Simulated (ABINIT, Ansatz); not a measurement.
**TiPbS3 (Pm-3m): zone-centre phonons**

Aim: the zone-centre modes of TiPbS3 (Pm-3m).

Method: DFT PBE, scalar-relativistic, plane waves, PseudoDojo norm-conserving pseudopotentials, in ABINIT 10.8.3.

The structure was built from a prototype and need not be the compound's stable phase.

## Step 1: The starting structure

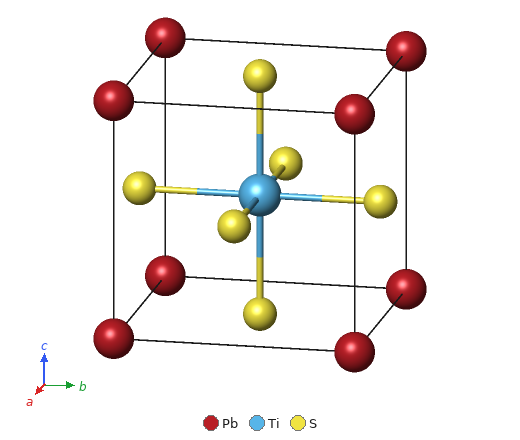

The cell as given, slightly off an axis (lead red, titanium blue, sulfur yellow). Some periodic images of atoms are drawn too.

## Step 2: Relaxing the cell and atoms

The harmonic expansion needs vanishing forces, and a free crystal bears no stress, so cell and atoms are brought to rest. Stress is more sensitive to the basis than forces are: the last 3 Ha under the cutoff are smoothed with ecutsm, and the cutoff is raised above that of the later runs.

The starting cell comes from a relaxation made beforehand in Ansatz (PBE, PseudoDojo NC).

relax.abi

```
# relaxation
ionmov 2
optcell 2
dilatmx 1.08
ntime 40
tolmxf 1.0d-05
tolvrs 1.0d-14
prtwf 0
prtden 0
chksymtnons 0

# basis, mesh and filling
ecut 47.0
ecutsm 3.0
ngkpt 6 6 6
nshiftk 1
shiftk 0.0 0.0 0.0
istwfk *1
occopt 6
tsmear 0.01
nband 31
nstep 100
diemac 1000000.0
prtebands 0
prtgsr 0
useylm 1

# cell and atoms
acell 9.013952126 9.013952126 9.013952126
rprim 
    1.0 0.0 0.0
    0.0 1.0 0.0
    0.0 0.0 1.0
ntypat 3
znucl 82 22 16
natom 5
typat 1 2 3 3 3
xred 
    0.0 0.0 0.0
    0.5 0.5 0.5
    0.5 0.5 0.0
    0.5 0.0 0.5
    0.0 0.5 0.5
pp_dirpath "./pseudo"
pseudos "Pb.upf, Ti.upf, S.upf"
```

The run is started by

```bash
$ OMP_NUM_THREADS=1 mpirun -n 4 abinit relax.abi > relax.log
```

Numbers of over 12 decimals in the logs are rounded to 6 here.

relax.abo, the main output file:

```text
[banners, grids, parts of the stress and lines that vanish by symmetry left out]
- input  file    -> relax.abi
- output file    -> relax.abo
- root for input  files -> relaxi
[...]
Symmetries : space group Pm -3 m (#221); Bravais cP (primitive cubic)
[...]
mpw =       14328          nfft =      262144          nkpt =          20
[...]
== DATASET  1 ==================================================================
[...]
cutoff_energies: {ecut:  47.0, pawecutdg:  -1.0, }
[...]
ETOT  1  -162.29660003817    -1.623E+02 1.504E-01 2.516E+03
 ETOT  2  -151.93082677952     1.037E+01 1.162E-01 1.029E+05
 ETOT  3  -162.88468380753    -1.095E+01 2.168E-02 6.619E+01
 ETOT  4  -162.88905988104    -4.376E-03 1.626E-02 3.195E+01
 ETOT  5  -162.89069763203    -1.638E-03 2.173E-03 4.077E+00
[...]
At SCF step   16       vres2   =  2.26E-17 < tolvrs=  1.00E-14 =>converged.
[...]
sigma(1 1)= -2.86204993E-06  sigma(3 2)=  0.00000000E+00
  sigma(2 2)= -2.86204993E-06  sigma(3 1)=  0.00000000E+00
  sigma(3 3)= -2.86204993E-06  sigma(2 1)=  0.00000000E+00
[...]
convergence: {deltae: -2.018E-12, res2:  2.257E-17, residm:  1.497E-04, diffor: null, }
etotal    :  -1.62891098E+02
[...]
ETOT  1  -162.89106444738    -1.629E+02 1.136E-04 3.635E-01
[...]
At SCF step   11       vres2   =  4.25E-15 < tolvrs=  1.00E-14 =>converged.
[...]
sigma(1 1)= -2.18006894E-06  sigma(3 2)=  0.00000000E+00
  sigma(2 2)= -2.18006894E-06  sigma(3 1)=  0.00000000E+00
  sigma(3 3)= -2.18006894E-06  sigma(2 1)=  0.00000000E+00
[...]
convergence: {deltae: -5.684E-12, res2:  4.247E-15, residm:  3.989E-05, diffor: null, }
etotal    :  -1.62891099E+02
[...]
ETOT  1  -162.89075150892    -1.629E+02 3.556E-05 3.696E+00
[...]
ETOT 11  -162.89109931806    -5.997E-12 1.662E-05 4.524E-14
 ETOT 12  -162.89109931806     5.656E-12 1.749E-05 2.564E-15
 At SCF step   12       vres2   =  2.56E-15 < tolvrs=  1.00E-14 =>converged.
[...]
sigma(1 1)= -3.01619052E-09  sigma(3 2)=  0.00000000E+00
  sigma(2 2)= -3.01619052E-09  sigma(3 1)=  0.00000000E+00
  sigma(3 3)= -3.01619054E-09  sigma(2 1)=  0.00000000E+00
[...]
convergence: {deltae:  5.656E-12, res2:  2.564E-15, residm:  1.749E-05, diffor: null, }
etotal    :  -1.62891099E+02
[...]
At Broyd/MD step   3, gradients are converged :
[...]
sigma(1 1)= -3.01619052E-09  sigma(3 2)=  0.00000000E+00
  sigma(2 2)= -3.01619052E-09  sigma(3 1)=  0.00000000E+00
  sigma(3 3)= -3.01619054E-09  sigma(2 1)=  0.00000000E+00
[...]
- sigma(1 1)= -8.87393888E-05  sigma(3 2)=  0.00000000E+00
- sigma(2 2)= -8.87393888E-05  sigma(3 1)=  0.00000000E+00
- sigma(3 3)= -8.87393895E-05  sigma(2 1)=  0.00000000E+00
[...]
fcart     -0.0000000000E+00 -0.0000000000E+00 -0.0000000000E+00
           strten     -3.0161905196E-09 -3.0161905187E-09 -3.0161905421E-09
================================================================================

[key lines of the parts left out:]
pressure_GPa:   8.8739E-05
Total energy (etotal) [Ha]= -1.62891099318058E+02
```

Run time: 3.5 min. Hardware: 4 MPI ranks of Intel Xeon 6975P-C (Granite Rapids), shared host; 14 min of CPU time.

Little changed from the start: no atom moved by 0.005 Å and no cell edge by 0.1 %.

Read from the output:

* volume per atom: 21.73 Å³
* pressure: 8.87e-5 GPa
* gap on the k-mesh: 0 eV

## Step 3: Ground state

First-order wavefunctions inherit every error of the ground state, hence the very tight tolvrs. Occupations are smeared.

gs.abi

```
# ground state
tolvrs 1.0d-16
prtden 1
prtwf 1

# basis, mesh and filling
ecut 38.0
ngkpt 6 6 6
nshiftk 1
shiftk 0.0 0.0 0.0
istwfk *1
occopt 6
tsmear 0.01
nband 31
nstep 100
diemac 1000000.0
prtebands 0
prtgsr 0
useylm 1

# cell and atoms
acell 9.017202822 9.017202822 9.017202822
rprim 
    1.0 0.0 0.0
    0.0 1.0 0.0
    0.0 0.0 1.0
ntypat 3
znucl 82 22 16
natom 5
typat 1 2 3 3 3
xred 
    0.0 0.0 0.0
    0.5 0.5 0.5
    0.5 0.5 0.0
    0.5 0.0 0.5
    0.0 0.5 0.5
pp_dirpath "./pseudo"
pseudos "Pb.upf, Ti.upf, S.upf"
```

The run is started by

```bash
$ OMP_NUM_THREADS=1 mpirun -n 4 abinit gs.abi > gs.log
```

gs.abo, the main output file:

```text
[banners, grids, parts of the stress and lines that vanish by symmetry left out]
- input  file    -> gs.abi
- output file    -> gs.abo
- root for input  files -> gsi
[...]
Symmetries : space group Pm -3 m (#221); Bravais cP (primitive cubic)
[...]
mpw =        8260          nfft =      157464          nkpt =          20
[...]
== DATASET  1 ==================================================================
[...]
cutoff_energies: {ecut:  38.0, pawecutdg:  -1.0, }
[...]
ETOT  1  -162.30571459914    -1.623E+02 1.314E-01 1.450E+03
 ETOT  2  -152.04396683871     1.026E+01 1.959E-01 6.125E+04
 ETOT  3  -162.88451867035    -1.084E+01 1.794E-02 4.621E+01
 ETOT  4  -162.88885689110    -4.338E-03 1.265E-02 2.062E+01
 ETOT  5  -162.89056003822    -1.703E-03 5.470E-03 2.895E+00
[...]
ETOT 15  -162.89103290532     1.532E-11 2.020E-04 2.934E-15
 ETOT 16  -162.89103290531     8.896E-12 9.332E-05 7.268E-18
 At SCF step   16       vres2   =  7.27E-18 < tolvrs=  1.00E-16 =>converged.
[...]
sigma(1 1)=  1.10894599E-06  sigma(3 2)=  0.00000000E+00
  sigma(2 2)=  1.10894599E-06  sigma(3 1)=  0.00000000E+00
  sigma(3 3)=  1.10894599E-06  sigma(2 1)=  0.00000000E+00
[...]
convergence: {deltae:  8.896E-12, res2:  7.268E-18, residm:  9.332E-05, diffor: null, }
etotal    :  -1.62891033E+02
[...]
sigma(1 1)=  1.10894599E-06  sigma(3 2)=  0.00000000E+00
  sigma(2 2)=  1.10894599E-06  sigma(3 1)=  0.00000000E+00
  sigma(3 3)=  1.10894599E-06  sigma(2 1)=  0.00000000E+00
[...]
- sigma(1 1)=  3.26263173E-02  sigma(3 2)=  0.00000000E+00
- sigma(2 2)=  3.26263173E-02  sigma(3 1)=  0.00000000E+00
- sigma(3 3)=  3.26263173E-02  sigma(2 1)=  0.00000000E+00
[...]
fcart     -0.0000000000E+00 -0.0000000000E+00 -0.0000000000E+00
           strten      1.1089459853E-06  1.1089459853E-06  1.1089459853E-06
================================================================================

[key lines of the parts left out:]
pressure_GPa:  -3.2626E-02
```

Wall time 64 s (4 MPI ranks); 4.3 min of CPU time.

Numbers from this step:

| Item | Value |
| --- | --- |
| pressure | -0.03263 GPa |

The cell stands at -0.033 GPa, close enough for phonons.

(Part 1 of 4 ends here.)

[Host names and launcher messages were left out of these logs when they were recorded.]

[Logs are printed without paths, hosts, clocks, repeated set-up lines and the standing remarks that a program may print on its own settings, such as how far it seeks lower states.]

[Hosts, paths, dates, database ids (printed as entryN), source tags and the programs' standing remarks are cut or masked in the printed files.]
